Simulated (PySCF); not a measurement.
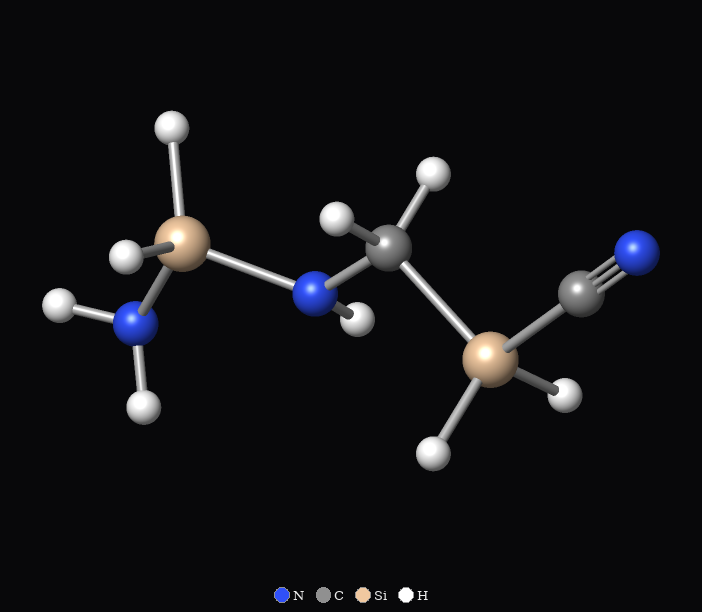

Source: calculation with PySCF.

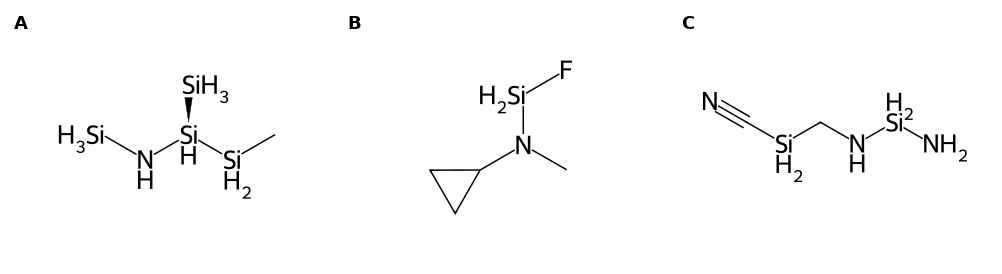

Question: Which structural formula matches the 3D model?

Answer: C, `N#C[SiH2]CN[SiH2]N`.
